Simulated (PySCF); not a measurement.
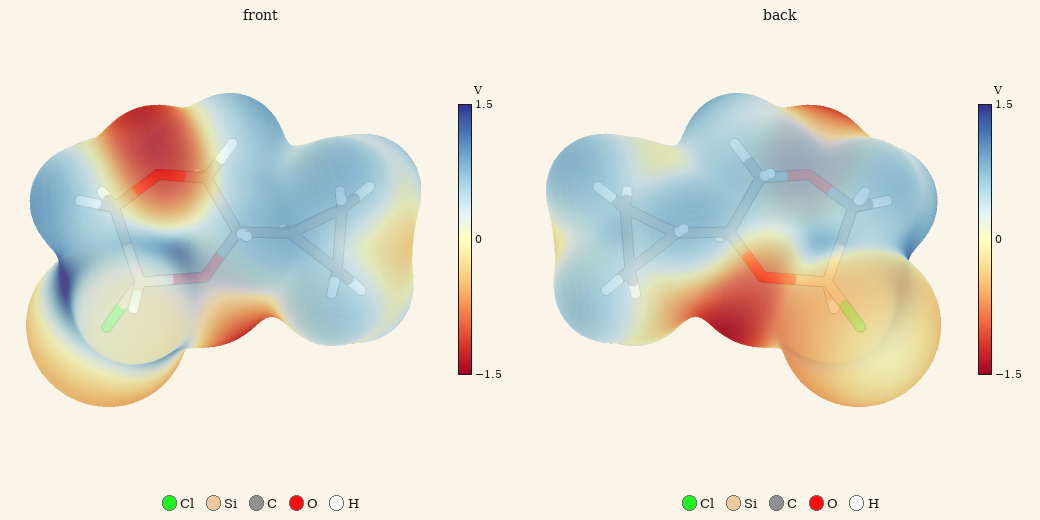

The picture shows: C$_{6}$H$_{11}$ClO$_{2}$Si. The electrostatic potential painted on the density surface at 0.002 e/bohr³, seen from the front and from behind; the colour scale runs from red (negative) to blue (positive).

Geometry: GFN2-xTB.

Computed with PBE0/pcSseg-1, SCF density, gas phase, non-relativistic in PySCF 2.14.0.

```xyz
21

Cl    2.1562    1.0601   -2.9919
Si    1.9735    0.9937   -1.0039
C     2.7741   -0.5433   -0.1992
O     2.0146   -0.8641    0.9675
C     0.6605   -1.1090    0.6974
C    -0.1357    0.1694    0.4079
C    -1.5939   -0.1328    0.1724
C    -2.5304   -0.2302    1.3390
C    -2.6207    0.9350    0.4046
O     0.3861    0.8109   -0.7411
H     2.4635    2.2174   -0.3770
H     3.7895   -0.3877    0.1623
H     2.7879   -1.4175   -0.8672
H     0.5586   -1.7889   -0.1616
H     0.2549   -1.5923    1.5890
H    -0.0218    0.8520    1.2600
H    -1.7543   -0.8033   -0.6625
H    -2.1279   -0.0617    2.3262
H    -3.3059   -0.9795    1.3092
H    -2.2788    1.8967    0.7541
H    -3.4588    0.9924   -0.2717
```

Where is the surface potential most negative and most positive?

The most negative region (about −1.4 V) lies over O4 and O10, the most positive (about +1.4 V) over Si2.

How polar is the molecule by this calculation?

Its dipole moment is 1.57 D.
